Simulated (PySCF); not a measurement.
# Ce(SH)3: how settings move a single point

Aim: repeat the single point on relaxed Ce(SH)3 with altered settings, some of them bad on purpose. The structure is generated, not taken from experiment.

Program: PySCF 2.14.0. Level of theory: BP86, Ce lcecp-1-SVP with ECP47, S def2-SVP, H def2-SVP; scalar-relativistic core potentials, no spin–orbit coupling. These are calculated values, not measurements.

6 further runs of the same task are left out: 2 for a known fault of the program, 4 that didn't finish.

**1. The starting structure**

7 atoms, charge 0, spin multiplicity 1.

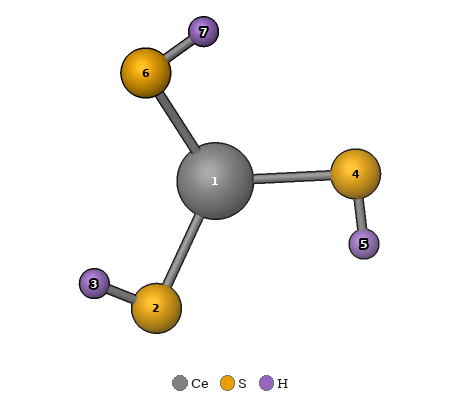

The geometry (cerium grey, sulfur amber, hydrogen purple); atoms are numbered from 1 in the order of the file.

As a file:

```mol
CeH3S3
  3D, bonds by distance, orders not assigned

  7  6  0  0  0  0  0  0  0  0999 V2000
    0.0000    0.0000    0.5957 Ce  0  0
    2.6399    0.4051    1.0049 S   0  0
    2.9219   -0.9263    1.1404 H   0  0
   -1.6707    2.0837    1.0049 S   0  0
   -0.6588    2.9935    1.1404 H   0  0
   -0.9691   -2.4887    1.0049 S   0  0
   -2.2631   -2.0673    1.1404 H   0  0
  1  2  8  0
  1  4  8  0
  1  6  8  0
  2  3  8  0
  4  5  8  0
  6  7  8  0
M  END
```

Formal oxidation states: Ce +3. Each metal's 1 4f electrons lie in its core potential, so multiplicities, spins and levels count the valence alone. An earlier session relaxed this geometry at BP86, Ce lcecp-1-SVP with ECP47, S def2-SVP, H def2-SVP (singlet, point group C3).

The sound run used a (50, 194) grid (finer on f atoms), a threshold of 1e-8 and at most 55 cycles, and ended at -1228.591377 Eh.

**2. Altered run 1**

run.py (the lines that set the calculation)

```python
mol = gto.M(atom='''
Ce     0.00000     0.00000     0.59568
S      2.63986     0.40507     1.00487
H      2.92188    -0.92626     1.14040
S     -1.67073     2.08366     1.00487
H     -0.65878     2.99355     1.14040
S     -0.96913    -2.48872     1.00487
H     -2.26310    -2.06729     1.14040''',
    basis={'Ce': 'lcecp-1-SVP', 'S': 'def2-SVP', 'H': 'def2-SVP'},
    ecp={'Ce': 'lcecp-1-SVP'},
    charge=0, spin=0)
mf = dft.RKS(mol, xc='B88,P86')
mf.grids.atom_grid = (50, 194)  # f atoms: unpruned, at least (60, 302)
mf = mf.density_fit()  # fitting sets: Ce AutoAux, S def2-universal-JKFIT, H def2-universal-JKFIT
mf.conv_tol = 0.001; mf.max_cycle = 55
mf.kernel(dm0)  # dm0: free metal ions and neutral atoms
```

Command:

```
$ OMP_NUM_THREADS=2 python run.py
```

Log:

```text
init E= -1242.22201384769
  HOMO = -0.219338830596602  LUMO = -0.136534203526161  gap/eV = 2.25323
cycle= 1 E= -1228.41841320889  delta_E= 13.8  |g|= 0.942  |ddm|= 3.33
  HOMO = -0.284569983654444  LUMO = -0.0629325746635416  gap/eV = 6.03106
cycle= 2 E= -1228.15024250464  delta_E= 0.268  |g|= 1.08  |ddm|= 2.66
  HOMO = -0.217531054855937  LUMO = -0.132527620141559  gap/eV = 2.31306
cycle= 3 E= -1228.51965469152  delta_E= -0.369  |g|= 0.426  |ddm|= 2.29
  HOMO = -0.221759779577587  LUMO = -0.0992622516906181  gap/eV = 3.33333
cycle= 4 E= -1228.58930978456  delta_E= -0.0697  |g|= 0.0634  |ddm|= 0.734
  HOMO = -0.228240987672249  LUMO = -0.114511616508196  gap/eV = 3.09473
cycle= 5 E= -1228.59109426704  delta_E= -0.00178  |g|= 0.0248  |ddm|= 0.183
  HOMO = -0.226492037667281  LUMO = -0.11149337140332  gap/eV = 3.12927
cycle= 6 E= -1228.59136070448  delta_E= -0.000266  |g|= 0.00652  |ddm|= 0.0444
  HOMO = -0.227131225818291  LUMO = -0.11073953889041  gap/eV = 3.16718
Extra cycle  E= -1228.5913292002  delta_E= 3.15e-05  |g|= 0.0112  |ddm|= 0.0256
converged SCF energy = -1228.5913292002
```

It took 4.4 s on 2 threads of Arm Neoverse V1, shared host.

Changed: the SCF threshold (0.001). It converges in 6 cycles, +0.001 eV from the sound run, with a largest force component of 0.02 eV/Å. The result survives the change.

**3. Altered run 2**

run.py (the lines that set the calculation)

```python
mol = gto.M(atom='''
Ce     0.00000     0.00000     0.66716
S      2.95665     0.45368     1.12545
H      3.27250    -1.03741     1.27725
S     -1.87122     2.33369     1.12545
H     -0.73783     3.35277     1.27725
S     -1.08543    -2.78737     1.12545
H     -2.53467    -2.31537     1.27725''',
    basis={'Ce': 'lcecp-1-SVP', 'S': 'def2-SVP', 'H': 'def2-SVP'},
    ecp={'Ce': 'lcecp-1-SVP'},
    charge=0, spin=0)
mf = dft.RKS(mol, xc='B88,P86')
mf.grids.atom_grid = (50, 194)  # f atoms: unpruned, at least (60, 302)
mf = mf.density_fit()  # fitting sets: Ce AutoAux, S def2-universal-JKFIT, H def2-universal-JKFIT
mf.conv_tol = 1e-08; mf.max_cycle = 55
mf.kernel(dm0)  # dm0: free metal ions and neutral atoms
```

Command:

```
$ OMP_NUM_THREADS=2 python run.py
```

Log:

```text
init E= -1241.88101498359
  HOMO = -0.20057438112981  LUMO = -0.146409881398398  gap/eV = 1.47389
cycle= 1 E= -1228.31108777197  delta_E= 13.6  |g|= 1.02  |ddm|= 3.27
  HOMO = -0.300344427058846  LUMO = -0.0951344903993238  gap/eV = 5.58405
cycle= 2 E= -1227.91488478743  delta_E= 0.396  |g|= 1.24  |ddm|= 3.08
  HOMO = -0.201384392729201  LUMO = -0.156253184805912  gap/eV = 1.22808
cycle= 3 E= -1228.35149674019  delta_E= -0.437  |g|= 0.66  |ddm|= 2.82
  HOMO = -0.209491652883022  LUMO = -0.116412107352261  gap/eV = 2.53282
cycle= 4 E= -1228.52078582068  delta_E= -0.169  |g|= 0.0893  |ddm|= 1.07
  HOMO = -0.217861022134848  LUMO = -0.145114375128529  gap/eV = 1.97954
cycle= 5 E= -1228.52085902593  delta_E= -7.32e-05  |g|= 0.0974  |ddm|= 0.386
  HOMO = -0.215943068567771  LUMO = -0.136788666083767  gap/eV = 2.15390
cycle= 6 E= -1228.52561375354  delta_E= -0.00475  |g|= 0.0228  |ddm|= 0.154
  HOMO = -0.216326711470329  LUMO = -0.135520993571987  gap/eV = 2.19884
cycle= 7 E= -1228.52584102987  delta_E= -0.000227  |g|= 0.00411  |ddm|= 0.0308
  HOMO = -0.216414354662719  LUMO = -0.135248500099532  gap/eV = 2.20864
cycle= 8 E= -1228.52584892469  delta_E= -7.89e-06  |g|= 0.00022  |ddm|= 0.00652
  HOMO = -0.216439047396542  LUMO = -0.135258188707205  gap/eV = 2.20904
cycle= 9 E= -1228.52584893734  delta_E= -1.26e-08  |g|= 0.000119  |ddm|= 0.00048
  HOMO = -0.216439420153196  LUMO = -0.135261330287104  gap/eV = 2.20897
cycle= 10 E= -1228.52584894031  delta_E= -2.98e-09  |g|= 6.1e-05  |ddm|= 0.000235
  HOMO = -0.216436099346911  LUMO = -0.135271263858513  gap/eV = 2.20861
Extra cycle  E= -1228.52584892972  delta_E= 1.06e-08  |g|= 0.000174  |ddm|= 0.000383
converged SCF energy = -1228.52584892972
```

Wall time 5.1 s (2 threads of Arm Neoverse V1, shared host).

Changed: the scale of all coordinates (1.12). It converges in 10 cycles, +1.783 eV from the sound run, with a largest force component of 2.96 eV/Å. The setting is unsound, so these numbers aren't the compound's.

**4. Altered run 3**

run.py (the lines that set the calculation)

```python
mol = gto.M(atom='''
Ce     0.00000     0.00000     0.59568
S      2.63986     0.40507     1.00487
H      2.92188    -0.92626     1.14040
S     -1.67073     2.08366     1.00487
H     -0.65878     2.99355     1.14040
S     -0.96913    -2.48872     1.00487
H     -2.26310    -2.06729     1.14040''',
    basis={'Ce': 'lcecp-1-SVP', 'S': 'def2-SVP', 'H': 'def2-SVP'},
    ecp={'Ce': 'lcecp-1-SVP'},
    charge=0, spin=0)
mf = dft.RKS(mol, xc='B88,P86')
mf.grids.atom_grid = (50, 194)  # f atoms: unpruned, at least (60, 302)
mf = mf.density_fit()  # fitting sets: Ce AutoAux, S def2-universal-JKFIT, H def2-universal-JKFIT
mf.conv_tol = 1e-08; mf.max_cycle = 78
mf.kernel(dm0)  # dm0: core Hamiltonian
```

Command:

```
$ OMP_NUM_THREADS=2 python run.py
```

Log:

```text
init E= -1210.01904821229
  HOMO = 0.0753267689275018  LUMO = 0.0894114200662387  gap/eV = 0.38326
cycle= 1 E= -1207.57946054524  delta_E= 2.44  |g|= 5.75  |ddm|=   27
cycle= 2 E= -1191.58244618322  delta_E=   16  |g|=  6.1  |ddm|= 19.4
  HOMO = -0.394206601396011  LUMO = -0.374170003508905  gap/eV = 0.54522
cycle= 3 E= -1220.09616435796  delta_E= -28.5  |g|= 4.75  |ddm|= 13.4
  HOMO = -0.101751920736762  LUMO = -0.0855109545244948  gap/eV = 0.44194
cycle= 4 E= -1225.92257800781  delta_E= -5.83  |g|= 1.97  |ddm|= 8.09
  HOMO = -0.106938201173865  LUMO = -0.0906643614717581  gap/eV = 0.44283
cycle= 5 E= -1218.14506779976  delta_E= 7.78  |g|= 3.67  |ddm|= 9.99
  HOMO = -0.226143768499524  LUMO = -0.0755621401390627  gap/eV = 4.09753
cycle= 6 E= -1228.14896016137  delta_E=  -10  |g|= 1.07  |ddm|= 8.23
  HOMO = -0.224265435289109  LUMO = -0.0666147302327325  gap/eV = 4.28989
cycle= 7 E= -1228.3633611087  delta_E= -0.214  |g|= 0.733  |ddm|= 1.27
  HOMO = -0.212343001774425  LUMO = -0.0718775491961529  gap/eV = 3.82226
cycle= 8 E= -1228.49601517965  delta_E= -0.133  |g|= 0.476  |ddm|= 0.871
  HOMO = -0.190763164518099  LUMO = -0.108141486555123  gap/eV = 2.24825
cycle= 9 E= -1228.55646412767  delta_E= -0.0604  |g|= 0.265  |ddm|= 0.842
  HOMO = -0.209858711304952  LUMO = -0.0965490953992614  gap/eV = 3.08331
cycle= 10 E= -1228.57746186616  delta_E= -0.021  |g|= 0.17  |ddm|= 0.403
  HOMO = -0.225691823048989  LUMO = -0.108266740944575  gap/eV = 3.19530
cycle= 11 E= -1228.58958732427  delta_E= -0.0121  |g|= 0.0674  |ddm|= 0.302
  HOMO = -0.226432249070695  LUMO = -0.111665564881232  gap/eV = 3.12296
cycle= 12 E= -1228.59124072595  delta_E= -0.00165  |g|= 0.0184  |ddm|= 0.131
  HOMO = -0.226853225833835  LUMO = -0.111539197506026  gap/eV = 3.13785
cycle= 13 E= -1228.59136761162  delta_E= -0.000127  |g|= 0.00488  |ddm|= 0.0327
  HOMO = -0.226693677673264  LUMO = -0.111211471014617  gap/eV = 3.14243
cycle= 14 E= -1228.5913765436  delta_E= -8.93e-06  |g|= 0.000971  |ddm|= 0.00855
  HOMO = -0.226701002057995  LUMO = -0.111217969220689  gap/eV = 3.14245
cycle= 15 E= -1228.59137689174  delta_E= -3.48e-07  |g|= 0.000298  |ddm|= 0.00179
  HOMO = -0.226695208066119  LUMO = -0.111227004258911  gap/eV = 3.14205
cycle= 16 E= -1228.59137692702  delta_E= -3.53e-08  |g|= 4.84e-05  |ddm|= 0.000472
  HOMO = -0.226694013261975  LUMO = -0.111227067670292  gap/eV = 3.14202
cycle= 17 E= -1228.59137692785  delta_E= -8.39e-10  |g|= 1.42e-05  |ddm|= 8.45e-05
  HOMO = -0.226693954489589  LUMO = -0.111227297699951  gap/eV = 3.14201
Extra cycle  E= -1228.59137692782  delta_E= 3.82e-11  |g|= 1.74e-05  |ddm|= 4.32e-05
converged SCF energy = -1228.59137692782
```

Run time: 7.3 s. Hardware: 2 threads of Arm Neoverse V1, shared host.

Changed: the starting guess (bare core Hamiltonian); the cycle limit is 78. It converges in 17 cycles, at the sound run's energy within 0.001 eV, with a largest force component of 0.01 eV/Å. The result survives the change.

**5. Altered run 4**

Changes to run.py (the lines that set the calculation) since step 4:

```diff
@@ -14,3 +14,3 @@
 mf = mf.density_fit()  # fitting sets: Ce AutoAux, S def2-universal-JKFIT, H def2-universal-JKFIT
-mf.conv_tol = 1e-08; mf.max_cycle = 78
-mf.kernel(dm0)  # dm0: core Hamiltonian
+mf.conv_tol = 1e-08; mf.max_cycle = 55
+mf.kernel(dm0)  # dm0: smeared density
```

Command:

```
$ OMP_NUM_THREADS=2 python run.py
```

Log:

```text
init E= -1228.48152140541
  HOMO = -0.238011563678164  LUMO = -0.109884270450447  gap/eV = 3.48652
cycle= 1 E= -1228.58138323828  delta_E= -0.0999  |g|= 0.151  |ddm|= 0.428
  HOMO = -0.215257538694795  LUMO = -0.137184017291069  gap/eV = 2.12449
cycle= 2 E= -1228.50041720545  delta_E= 0.081  |g|= 0.482  |ddm|= 0.958
  HOMO = -0.224434318011701  LUMO = -0.110341514408642  gap/eV = 3.10462
cycle= 3 E= -1228.59124416979  delta_E= -0.0908  |g|= 0.0207  |ddm|= 0.693
  HOMO = -0.226910686828773  LUMO = -0.112063576409891  gap/eV = 3.12515
cycle= 4 E= -1228.59134237758  delta_E= -9.82e-05  |g|= 0.00903  |ddm|= 0.0349
  HOMO = -0.226689743742326  LUMO = -0.111301130485511  gap/eV = 3.13988
cycle= 5 E= -1228.59137626092  delta_E= -3.39e-05  |g|= 0.00125  |ddm|= 0.0136
  HOMO = -0.226683459075818  LUMO = -0.111243279989818  gap/eV = 3.14129
cycle= 6 E= -1228.59137684903  delta_E= -5.88e-07  |g|= 0.000312  |ddm|= 0.00172
  HOMO = -0.22668957705395  LUMO = -0.111228975730608  gap/eV = 3.14184
cycle= 7 E= -1228.59137691875  delta_E= -6.97e-08  |g|= 0.000152  |ddm|= 0.000602
  HOMO = -0.226692730726476  LUMO = -0.111226177567225  gap/eV = 3.14200
cycle= 8 E= -1228.59137692784  delta_E= -9.09e-09  |g|= 1.53e-05  |ddm|= 0.000253
  HOMO = -0.226694405799291  LUMO = -0.111227171251748  gap/eV = 3.14202
Extra cycle  E= -1228.59137692772  delta_E= 1.2e-10  |g|= 2.33e-05  |ddm|= 5.87e-05
converged SCF energy = -1228.59137692772
```

Wall time 5.1 s (2 threads of Arm Neoverse V1, shared host).

Changed: the starting guess (smeared density). It converges in 8 cycles, at the sound run's energy within 0.001 eV, with a largest force component of 0.01 eV/Å. The result survives the change.

**6. Results**

| run | changed | ending | energy change (eV) | cycles | time | usable |
| --- | --- | --- | --- | --- | --- | --- |
| 1 | the SCF threshold | converged | +0.001 | 6 | 4.4 s | yes |
| 2 | the scale of all coordinates | converged | +1.783 | 10 | 5.1 s | no |
| 3 | the starting guess | converged | 0.000 | 17 | 7.3 s | yes |
| 4 | the starting guess | converged | 0.000 | 8 | 5.1 s | yes |

3 of 4 altered runs give a usable result. 1 ended normally with numbers unfit to quote.
